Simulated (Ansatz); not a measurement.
**BeB2Mo2: relaxing a made-up structure**

Starting from a made-up structure for BeB2Mo2, the aim is the relaxed cell, its shortest contacts and, where a second run follows, its electronic structure.

Method: DFT, PBEsol, plane-wave PAW, files of the set soft_1, scalar-relativistic, no spin, cell and ions relaxed at zero pressure; PAW set soft_1, in the first sound run; inputs show where later runs differ, in Ansatz 0.2.0.

## 1. Set-up

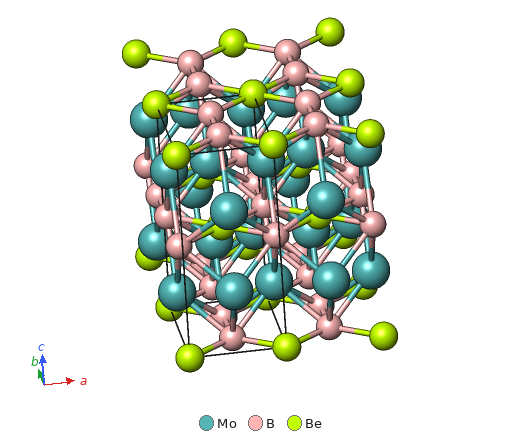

The starting structure, seen slightly off an axis (molybdenum teal, boron pink, beryllium green). 2×2×1 cells are drawn. This picture shows the conventional cell, with its axes. Some periodic images of atoms are drawn too.

## 2. Relaxation of the guess

The guessed cell has no reason to be at equilibrium. It is relaxed with the atoms, within the space group of the guess.

Input file input.yaml:

```yaml
crystal:
  lattice:
    - [-1.5875, 2.2405, 3.545]
    - [1.5875, -2.2405, 3.545]
    - [1.5875, 2.2405, -3.545]
  atoms:
    - { symbol: Mo, position: [0.3015, 0.8015, 0.5] }
    - { symbol: Mo, position: [0.6985, 0.1985, 0.5] }
    - { symbol: B, position: [0.2915, 0.5, 0.7915] }
    - { symbol: B, position: [0.7085, 0.5, 0.2085] }
    - { symbol: Be, position: [0.0, 0.0, 0.0] }
kpoints:
  mp_grid: { grid: [10, 10, 10] }
scf:
  occupations: { method: fermi_dirac, width: 0.05 }
hamiltonian:
  xc: pbesol
  pseudopotentials: { kind: paw, azcp: { folder: soft_1 }, xc_functional: pbe }
relax:
  f_tol: 0.015
  max_steps: 70
  cell: {}
output:
  forces: true
  stress: true
```

On the command line:

```
$ ansatz run input.yaml --threads 4 --pin off --max-ram 8192MiB --backend cpu --events-out ev --progress --plain --runs-dir out
```

Numbers of over 12 decimals in the logs are rounded to 6 here.

Log:

```text
Engine: ansatz 0.2.0, x86_64-unknown-linux-gnu
Pseudopotentials: kind: paw
Pseudopotential: Mo, paw, valence charge 14, recommended cutoff 420 eV (normal), soft_1/Mo.paw.azcp
Pseudopotential: B, paw, valence charge 3, recommended cutoff 420 eV (normal), soft_1/B.paw.azcp
Pseudopotential: Be, paw, valence charge 2, recommended cutoff 420 eV (normal), soft_1/Be.paw.azcp
Functional definition: PBEsol
  exchange = pbesol_x
  correlation = pbesol_c
Crystal: 5 atoms, lattice volume = 50.435 Å³
Basis set: ecut = 420 eV, 981 PW (Γ), exchange–correlation on 60×60×60 points (8 copies of the dense FFT grid, shifted against one another)
Bands: 23, of which v1, the nominal top of the filled ones, is band 18 counted from 1 (17 counted from 0)
Symmetry: 8 space group operations
Space group: Immm (ITA 71), of the structure as read, at distance tolerance 3.7e-5 Å
k-points: 171 of 1000
Non-local potential: Mo, projectors of the file, l = 0: 3, l = 1: 2, l = 2: 2, l = 3: 1
Non-local potential: B, projectors of the file, l = 0: 2, l = 1: 2, l = 2: 1
Non-local potential: Be, projectors of the file, l = 0: 2, l = 1: 2, l = 2: 1
PAW form: soft (Blöchl's): semilocal exchange-correlation on the pseudo side does not see the compensation charge
PAW frozen core: Mo, regenerated for the run's functional, and the local potential with it (the file was generated under x = pbe(κ = 0.804, μ = 0.219515), c = pbe(β = 0.066725))
PAW frozen core: B, regenerated for the run's functional, and the local potential with it (the file was generated under x = pbe(κ = 0.804, μ = 0.219515), c = pbe(β = 0.066725))
PAW frozen core: Be, regenerated for the run's functional, and the local potential with it (the file was generated under x = pbe(κ = 0.804, μ = 0.219515), c = pbe(β = 0.066725))
PAW one-centre angular grid: Mo, 590 points (default); XC on 64 Gauss nodes
PAW one-centre angular grid: B, 110 points (default); XC on 64 Gauss nodes
PAW one-centre angular grid: Be, 110 points (default); XC on 64 Gauss nodes
Initial density: superposition of atomic densities (chi_scale 0.1, normalization cell, long waves kept (reshape's long-wave potential 0.00 eV rms))
Initial wavefunctions: pseudopotential atomic-orbital guess
Functional: x = pbesol(κ = 0.804, μ = 0.123457), c = pbesol(β = 0.046)
SCF iter   1: F=—  HF=-10198.404105 eV  |F-HF|=—  |Δ(HF+E_count)|=         —  Δρ=1.56e-1  dr2=2.31e1  ethr=3.10e-3  ⟨swp⟩=6.0  Hψ=19046  notcnv=0
preconditioner: auto → Kerker (q_TF=auto, 2.579 Å⁻¹)  [metal: Δε(μ)=0.015 eV  Ē_g=7.824 eV  σ=0.050 eV  W_gap=0.08  n_scr=14 (ndim 8)  ℏωp=23.4 eV  f_vac=0.000  D(μ)=2.31/eV (n_scr^D=16)]
SCF iter   2: F=—  HF=-10193.989617 eV  |F-HF|=—  |Δ(HF+E_count)|=    4.41e0  Δρ=7.46e-2  dr2=5.15e0  ethr=3.10e-3  ⟨swp⟩=2.8  Hψ=9171  notcnv=0  defer=27
SCF iter   3: F=—  HF=-10192.819035 eV  |F-HF|=—  |Δ(HF+E_count)|=    1.17e0  Δρ=1.20e-2  dr2=4.28e-2  ethr=3.10e-3  ⟨swp⟩=3.6  Hψ=8746  notcnv=0  defer=19
SCF iter   4: F=—  HF=-10192.817323 eV  |F-HF|=—  |Δ(HF+E_count)|=   1.71e-3  Δρ=3.48e-3  dr2=1.00e-2  ethr=1.19e-4  ⟨swp⟩=2.1  Hψ=8381  notcnv=0  defer=12
SCF iter   5: F=—  HF=-10192.815076 eV  |F-HF|=—  |Δ(HF+E_count)|=   2.25e-3  Δρ=5.98e-4  dr2=2.34e-4  ethr=2.79e-5  ⟨swp⟩=2.0  Hψ=5202  notcnv=0  defer=12
SCF iter   6: F=—  HF=-10192.815018 eV  |F-HF|=—  |Δ(HF+E_count)|=   5.80e-5  Δρ=8.15e-5  dr2=4.94e-6  ethr=6.49e-7  ⟨swp⟩=2.0  Hψ=5346  notcnv=0  defer=12
SCF iter   7: F=—  HF=-10192.815017 eV  |F-HF|=—  |Δ(HF+E_count)|=   6.80e-7  Δρ=1.51e-5  dr2=1.27e-7  ethr=1.37e-8  ⟨swp⟩=2.0  Hψ=5686  notcnv=0  defer=12
SCF iter   8: F=-10192.815017 eV  HF=-10192.815017 eV  |F-HF|=4.89e-9  |Δ(HF+E_count)|=   6.28e-8  Δρ=3.12e-6  dr2=6.26e-9  ethr=2.78e-10  ⟨swp⟩=4.0  Hψ=12273  notcnv=0
SCF 1 converged in 8 iterations: F = -10192.815017 eV  dr2 = 6.26e-9
  greatest PAW one-centre occupation: 0.999 electrons in one spin orbital (limit 2), on the Mo atom at site 1 (counted from 0), in its partial waves of l = 0
relax step   1: F+E_penalty+E_count = -10192.81501677 eV  Δ(F+E_penalty+E_count) = +0.000e0 eV  max|allowed force component| = 4.745e-1 eV/Å  Δτ_max = 0.0000 Å  P = -10.746 GPa  Ω = 50.435 Å³  (8 SCF iters, dr2 threshold 1.00e-7 eV, accepted)
Crystal: 5 atoms, lattice volume = 47.250 Å³
Basis set: ecut = 420 eV, 945 PW (Γ), exchange–correlation on 60×60×60 points (8 copies of the dense FFT grid, shifted against one another)
Initial density: handed on by an earlier stage of this run
Initial wavefunctions: those handed on with the density
iter 1 solved again at ethr=6.24e-4 eV; its pass at ethr=3.10e-3 eV (dr2=2.25e-1 eV) is discarded
SCF iter   1: F=—  HF=-10192.991904 eV  |F-HF|=—  |Δ(HF+E_count)|=         —  Δρ=1.65e-2  dr2=2.27e-1  ethr=6.24e-4  ⟨swp⟩=1.0  Hψ=22583  notcnv=0
preconditioner: auto → Kerker (q_TF=auto, 2.607 Å⁻¹)  [metal: Δε(μ)=0.016 eV  Ē_g=7.112 eV  σ=0.050 eV  W_gap=0.08  n_scr=14 (ndim 8)  ℏωp=24.2 eV  f_vac=0.000  D(μ)=2.31/eV (n_scr^D=16)]
SCF iter   2: F=—  HF=-10192.954486 eV  |F-HF|=—  |Δ(HF+E_count)|=   3.74e-2  Δρ=8.77e-3  dr2=6.19e-2  ethr=6.24e-4  ⟨swp⟩=2.0  Hψ=4431  notcnv=0
SCF iter   3: F=—  HF=-10192.939588 eV  |F-HF|=—  |Δ(HF+E_count)|=   1.49e-2  Δρ=1.08e-3  dr2=6.10e-4  ethr=1.72e-4  ⟨swp⟩=2.0  Hψ=6259  notcnv=0
SCF iter   4: F=—  HF=-10192.939390 eV  |F-HF|=—  |Δ(HF+E_count)|=   1.99e-4  Δρ=1.92e-4  dr2=1.33e-5  ethr=1.70e-6  ⟨swp⟩=2.1  Hψ=5832  notcnv=0
SCF iter   5: F=—  HF=-10192.939389 eV  |F-HF|=—  |Δ(HF+E_count)|=   3.31e-7  Δρ=2.68e-5  dr2=3.87e-7  ethr=3.70e-8  ⟨swp⟩=2.0  Hψ=5546  notcnv=0
SCF iter   6: F=-10192.939389 eV  HF=-10192.939389 eV  |F-HF|=5.52e-9  |Δ(HF+E_count)|=   5.66e-8  Δρ=5.86e-6  dr2=1.34e-8  ethr=1.07e-9  ⟨swp⟩=2.0  Hψ=13320  notcnv=0
SCF 2 converged in 6 iterations: F = -10192.939389 eV  dr2 = 1.34e-8
relax step   2: F+E_penalty+E_count = -10192.93938912 eV  Δ(F+E_penalty+E_count) = -1.244e-1 eV  max|allowed force component| = 9.021e-2 eV/Å  Δτ_max = 0.0520 Å  P = +6.975 GPa  Ω = 47.250 Å³  energy of the carried Pulay correction = +1.293e-3 eV  (6 SCF iters, dr2 threshold 5.00e-7 eV, accepted)
Crystal: 5 atoms, lattice volume = 48.313 Å³
Basis set: ecut = 420 eV, 961 PW (Γ), exchange–correlation on 60×60×60 points (8 copies of the dense FFT grid, shifted against one another)
iter 1 solved again at ethr=6.73e-5 eV; its pass at ethr=3.10e-3 eV (dr2=2.42e-2 eV) is discarded
SCF iter   1: F=—  HF=-10192.966868 eV  |F-HF|=—  |Δ(HF+E_count)|=         —  Δρ=5.07e-3  dr2=2.48e-2  ethr=6.73e-5  ⟨swp⟩=1.0  Hψ=20843  notcnv=0
preconditioner: auto → Kerker (q_TF=auto, 2.598 Å⁻¹)  [metal: Δε(μ)=0.005 eV  Ē_g=6.873 eV  σ=0.050 eV  W_gap=0.02  n_scr=14 (ndim 8)  ℏωp=23.9 eV  f_vac=0.000  D(μ)=2.46/eV (n_scr^D=16)]
SCF iter   2: F=—  HF=-10192.962838 eV  |F-HF|=—  |Δ(HF+E_count)|=   4.03e-3  Δρ=2.64e-3  dr2=6.72e-3  ethr=6.73e-5  ⟨swp⟩=1.0  Hψ=3941  notcnv=0
SCF iter   3: F=—  HF=-10192.961230 eV  |F-HF|=—  |Δ(HF+E_count)|=   1.61e-3  Δρ=3.21e-4  dr2=6.92e-5  ethr=1.87e-5  ⟨swp⟩=2.0  Hψ=5442  notcnv=0
SCF iter   4: F=—  HF=-10192.961208 eV  |F-HF|=—  |Δ(HF+E_count)|=   2.20e-5  Δρ=6.29e-5  dr2=1.62e-6  ethr=1.92e-7  ⟨swp⟩=2.0  Hψ=5660  notcnv=0
iter 5 did not close the SCF: its close was put off for the readings that it lacked (scf_convergence_deferred on its scf_iter line)
SCF iter   5: F=-10192.961208 eV  HF=-10192.961208 eV  |F-HF|=3.94e-8  |Δ(HF+E_count)|=   3.47e-7  Δρ=9.40e-6  dr2=5.93e-8  ethr=4.51e-9  ⟨swp⟩=2.0  Hψ=5664  notcnv=0
SCF iter   6: F=-10192.961208 eV  HF=-10192.961208 eV  |F-HF|=9.42e-10  |Δ(HF+E_count)|=   9.54e-9  Δρ=1.94e-6  dr2=1.82e-9  ethr=1.65e-10  ⟨swp⟩=2.0  Hψ=11773  notcnv=0
SCF 3 converged in 6 iterations: F = -10192.961208 eV  dr2 = 1.82e-9
relax step   3: F+E_penalty+E_count = -10192.96120755 eV  Δ(F+E_penalty+E_count) = -2.182e-2 eV  max|allowed force component| = 4.740e-2 eV/Å  Δτ_max = 0.0028 Å  P = +0.107 GPa  Ω = 48.313 Å³  energy of the carried Pulay correction = +8.521e-4 eV  (6 SCF iters, dr2 threshold 5.00e-7 eV, accepted)
Crystal: 5 atoms, lattice volume = 48.339 Å³
iter 1 solved again at ethr=6.40e-7 eV; its pass at ethr=3.10e-3 eV (dr2=2.30e-4 eV) is discarded
SCF iter   1: F=—  HF=-10192.962650 eV  |F-HF|=—  |Δ(HF+E_count)|=         —  Δρ=8.59e-4  dr2=2.77e-4  ethr=6.40e-7  ⟨swp⟩=2.2  Hψ=20878  notcnv=0
preconditioner: auto → Kerker (q_TF=auto, 2.598 Å⁻¹)  [metal: Δε(μ)=0.007 eV  Ē_g=6.892 eV  σ=0.050 eV  W_gap=0.03  n_scr=14 (ndim 8)  ℏωp=23.9 eV  f_vac=0.000  D(μ)=2.37/eV (n_scr^D=16)]
SCF iter   2: F=—  HF=-10192.962597 eV  |F-HF|=—  |Δ(HF+E_count)|=   5.29e-5  Δρ=4.92e-4  dr2=9.10e-5  ethr=6.40e-7  ⟨swp⟩=1.0  Hψ=3933  notcnv=0
SCF iter   3: F=—  HF=-10192.962568 eV  |F-HF|=—  |Δ(HF+E_count)|=   2.85e-5  Δρ=5.26e-5  dr2=1.60e-6  ethr=2.53e-7  ⟨swp⟩=2.2  Hψ=5283  notcnv=0
iter 4 did not close the SCF: its close was put off for the readings that it lacked (scf_convergence_deferred on its scf_iter line)
SCF iter   4: F=-10192.962568 eV  HF=-10192.962568 eV  |F-HF|=1.62e-8  |Δ(HF+E_count)|=   6.48e-7  Δρ=1.29e-5  dr2=4.71e-8  ethr=4.43e-9  ⟨swp⟩=2.0  Hψ=5230  notcnv=0
iter 5 did not close the SCF: its close was put off for the readings that it lacked (scf_convergence_deferred on its scf_iter line)
SCF iter   5: F=-10192.962568 eV  HF=-10192.962568 eV  |F-HF|=8.31e-10  |Δ(HF+E_count)|=   1.13e-8  Δρ=1.96e-6  dr2=1.54e-9  ethr=1.31e-10  ⟨swp⟩=2.2  Hψ=5732  notcnv=0
SCF iter   6: F=-10192.962568 eV  HF=-10192.962568 eV  |F-HF|=2.00e-11  |Δ(HF+E_count)|=  4.46e-10  Δρ=3.22e-7  dr2=4.87e-11  ethr=4.28e-12  ⟨swp⟩=1.0  Hψ=10723  notcnv=0
SCF 4 converged in 6 iterations: F = -10192.962568 eV  dr2 = 4.87e-11
relax step   4: F+E_penalty+E_count = -10192.96256767 eV  Δ(F+E_penalty+E_count) = -1.360e-3 eV  max|allowed force component| = 6.397e-3 eV/Å  Δτ_max = 0.0048 Å  P = -0.064 GPa  Ω = 48.339 Å³  energy of the carried Pulay correction = +8.416e-4 eV  (6 SCF iters, dr2 threshold 5.00e-7 eV, accepted)
Crystal: 5 atoms, lattice volume = 48.331 Å³
iter 1 solved again at ethr=4.54e-8 eV; its pass at ethr=3.10e-3 eV (dr2=1.64e-5 eV) is discarded
SCF iter   1: F=—  HF=-10192.962644 eV  |F-HF|=—  |Δ(HF+E_count)|=         —  Δρ=2.01e-4  dr2=1.82e-5  ethr=4.54e-8  ⟨swp⟩=2.4  Hψ=20285  notcnv=0
preconditioner: auto → Kerker (q_TF=auto, 2.598 Å⁻¹)  [metal: Δε(μ)=0.005 eV  Ē_g=6.892 eV  σ=0.050 eV  W_gap=0.02  n_scr=14 (ndim 8)  ℏωp=23.9 eV  f_vac=0.000  D(μ)=2.35/eV (n_scr^D=16)]
SCF iter   2: F=—  HF=-10192.962641 eV  |F-HF|=—  |Δ(HF+E_count)|=   3.64e-6  Δρ=1.17e-4  dr2=5.63e-6  ethr=4.54e-8  ⟨swp⟩=1.0  Hψ=3935  notcnv=0
iter 3 did not close the SCF: its close was put off for the readings that it lacked (scf_convergence_deferred on its scf_iter line)
SCF iter   3: F=-10192.962639 eV  HF=-10192.962639 eV  |F-HF|=7.55e-8  |Δ(HF+E_count)|=   1.53e-6  Δρ=1.41e-5  dr2=1.20e-7  ethr=1.56e-8  ⟨swp⟩=2.5  Hψ=5418  notcnv=0
iter 4 did not close the SCF: its close was put off for the readings that it lacked (scf_convergence_deferred on its scf_iter line)
SCF iter   4: F=-10192.962639 eV  HF=-10192.962639 eV  |F-HF|=1.76e-9  |Δ(HF+E_count)|=   3.88e-8  Δρ=3.40e-6  dr2=4.05e-9  ethr=3.34e-10  ⟨swp⟩=2.0  Hψ=5202  notcnv=0
iter 5 did not close the SCF: its close was put off for the readings that it lacked (scf_convergence_deferred on its scf_iter line)
SCF iter   5: F=-10192.962639 eV  HF=-10192.962639 eV  |F-HF|=4.91e-11  |Δ(HF+E_count)|=  8.69e-10  Δρ=5.06e-7  dr2=9.67e-11  ethr=1.13e-11  ⟨swp⟩=2.0  Hψ=5648  notcnv=0
SCF iter   6: F=-10192.962639 eV  HF=-10192.962639 eV  |F-HF|=5.46e-12  |Δ(HF+E_count)|=  2.36e-11  Δρ=7.76e-8  dr2=4.07e-12  ethr=1.00e-12  ⟨swp⟩=1.0  Hψ=8550  notcnv=0
SCF 5 converged in 6 iterations: F = -10192.962639 eV  dr2 = 4.07e-12
relax step   5: F+E_penalty+E_count = -10192.96263917 eV  Δ(F+E_penalty+E_count) = -7.150e-5 eV  max|allowed force component| = 5.216e-3 eV/Å  Δτ_max = 0.0010 Å  P = -0.006 GPa  Ω = 48.331 Å³  energy of the carried Pulay correction = +8.447e-4 eV  (6 SCF iters, dr2 threshold 2.07e-7 eV, accepted)
Initial wavefunctions: pseudopotential atomic-orbital guess (no wavefunctions were taken with the density)
iter 1 solved again at ethr=7.04e-8 eV; its pass at ethr=3.10e-3 eV (dr2=2.53e-5 eV) is discarded
SCF iter   1: F=—  HF=-10192.962025 eV  |F-HF|=—  |Δ(HF+E_count)|=         —  Δρ=8.16e-5  dr2=3.44e-7  ethr=7.04e-8  ⟨swp⟩=3.0  Hψ=27996  notcnv=0
preconditioner: auto → Kerker (q_TF=auto, 2.598 Å⁻¹)  [metal: Δε(μ)=0.004 eV  Ē_g=6.892 eV  σ=0.050 eV  W_gap=0.02  n_scr=14 (ndim 8)  ℏωp=23.9 eV  f_vac=0.000  D(μ)=2.35/eV (n_scr^D=16)]
SCF iter   2: F=—  HF=-10192.962024 eV  |F-HF|=—  |Δ(HF+E_count)|=   5.57e-7  Δρ=4.28e-5  dr2=9.14e-8  ethr=9.56e-10  ⟨swp⟩=1.7  Hψ=4871  notcnv=0
SCF iter   3: F=—  HF=-10192.962024 eV  |F-HF|=—  |Δ(HF+E_count)|=   1.14e-7  Δρ=1.70e-6  dr2=3.25e-10  ethr=2.54e-10  ⟨swp⟩=3.0  Hψ=6951  notcnv=0
iter 4 did not close the SCF: its close was put off for the readings that it lacked (scf_convergence_deferred on its scf_iter line)
SCF iter   4: F=-10192.962024 eV  HF=-10192.962024 eV  |F-HF|=5.46e-12  |Δ(HF+E_count)|=  1.95e-10  Δρ=2.28e-7  dr2=9.67e-12  ethr=1.00e-12  ⟨swp⟩=1.9  Hψ=5614  notcnv=0
iter 5 did not close the SCF: its close was put off for the readings that it lacked (scf_convergence_deferred on its scf_iter line)
SCF iter   5: F=-10192.962024 eV  HF=-10192.962024 eV  |F-HF|=3.64e-12  |Δ(HF+E_count)|=    0.00e0  Δρ=2.33e-8  dr2=2.56e-13  ethr=1.00e-12  ⟨swp⟩=1.0  Hψ=3933  notcnv=0
iter 6 did not close the SCF: its close was put off for the readings that it lacked (scf_convergence_deferred on its scf_iter line)
SCF iter   6: F=-10192.962024 eV  HF=-10192.962024 eV  |F-HF|=3.64e-12  |Δ(HF+E_count)|=  3.64e-12  Δρ=4.39e-9  dr2=6.86e-15  ethr=1.00e-12  ⟨swp⟩=1.0  Hψ=3933  notcnv=0
iter 7 did not close the SCF: its close was put off for the readings that it lacked (scf_convergence_deferred on its scf_iter line)
SCF iter   7: F=-10192.962024 eV  HF=-10192.962024 eV  |F-HF|=1.82e-12  |Δ(HF+E_count)|=  1.82e-12  Δρ=1.01e-9  dr2=4.18e-16  ethr=1.00e-12  ⟨swp⟩=1.0  Hψ=3933  notcnv=0
SCF iter   8: F=-10192.962024 eV  HF=-10192.962024 eV  |F-HF|=1.82e-12  |Δ(HF+E_count)|=  1.82e-12  Δρ=1.81e-10  dr2=2.24e-17  ethr=1.00e-12  ⟨swp⟩=1.0  Hψ=8550  notcnv=0
SCF 6 converged in 8 iterations: F = -10192.962024 eV  dr2 = 2.24e-17
relax step   6: F+E_penalty+E_count = -10192.96202415 eV  Δ(F+E_penalty+E_count) = +6.150e-4 eV  max|allowed force component| = 5.423e-3 eV/Å  Δτ_max = 0.0000 Å  P = -0.023 GPa  Ω = 48.331 Å³  stress off target by 4.41e-2 GPa  SCF on the basis re-selected at this cell (its energy is not comparable with the rows above)  (8 SCF iters)
basis re-selected at this cell: Δ(F+E_penalty+E_count) = +6.150e-4 eV, ΔP = -0.016 GPa vs the last step (what re-selecting the basis moved, of the pressure what is left beyond the Pulay correction that the steps carried, after the strain that the cell walked since its last selection, with what the two solves' SCF thresholds leave and, on support functions, any second-order correction that the steps lacked; it is no m [...]
SCF converged after 8 iterations
Free energy (F): -10192.962024 eV
Harris-Foulkes:  -10192.962024 eV  (|F-HF|=1.82e-12)
Internal energy: -10192.942851 eV  (E = F + TS)
E sigma→0 (E₀):  -10192.952438 eV
Entropy (-TS):   -0.019173 eV (-3.835 meV/atom)
Fermi energy:    18.231494 eV
--- Per-component energies (eV) ---
  E_band       = -105.057491
  E_kinetic    = 968.658815
  E_local      = -1869.426518  (includes V_loc(G=0)·N_el)
  E_nonlocal   = 318.826290
  E_hartree    = 672.691782
  E_xc         = -439.164482
  E_vxc        = -540.529933  (∫ρ·V_xc dr)
  E_paw        = -6515.116739  (= ΣΔE_a)
  E_vpaw       = -327.969809  (= ΣTr[D̂ρ^β])
  E_aug_tail   = 0.000099  (compensation charges beyond the density's cutoff)
  E_ewald      = -3329.869651
  E_core_change = 0.457553  (= ΣΔE_core)
  E_smearing   = -0.019173  (= −TS)
  E_closure    = 0.000000  (closes the sum)
  Σ components = -10192.962024   (vs F -10192.962024, Δ=0.00e0)
--- Forces (eV/Å), atoms counted from 1 ---
  atom   1  Mo     0.00000000     0.00000000    -0.00542270
  atom   2  Mo     0.00000000     0.00000000     0.00542270
  atom   3  B      0.00000000     0.00115389     0.00000000
  atom   4  B      0.00000000    -0.00115389     0.00000000
  atom   5  Be     0.00000000     0.00000000     0.00000000
  max |Σ_I F_I| component: 2.17e-19 eV/Å
--- Stress (GPa, compression-positive) ---
       -0.044137       0.000000       0.000000
        0.000000      -0.007878       0.000000
        0.000000       0.000000      -0.016109
  P = ⅓ Tr σ = -0.0227 GPa (-0.227 kbar)
--- Relaxed structure (5 steps of the walk, 5 accepted, 1 SCFs on fresh bases) ---
  F+E_penalty+E_count = -10192.96202415 eV   max|allowed force component| = 5.423e-3 eV/Å   (the final SCF, on the basis selected at the relaxed cell)
  cell:  # Å, volume = 48.3314 Å³
    - [-1.572987, 2.263312, 3.393907]
    - [1.572987, -2.263312, 3.393907]
    - [1.572987, 2.263312, -3.393907]
  atoms:
    - { symbol: Mo, position: [0.293623, 0.793623, 0.500000] }
    - { symbol: Mo, position: [0.706377, 0.206377, 0.5] }
    - { symbol: B, position: [0.292532, 0.500000, 0.792532] }
    - { symbol: B, position: [0.707468, 0.500000, 0.207468] }
    - { symbol: Be, position: [0, 0.0, 0] }
```

Elapsed: 13 s, on 4 threads of Intel Xeon Platinum 8375C at 2.90GHz (Ice Lake), shared host; peak memory 0.56 GiB.

[end of part 1 of 2]

[Logs are printed without paths, hosts, clocks, repeated set-up lines and the standing remarks that a program may print on its own settings, such as how far it seeks lower states.]

[Hosts, paths, dates, database ids (printed as entryN), source tags and the programs' standing remarks are cut or masked in the printed files.]
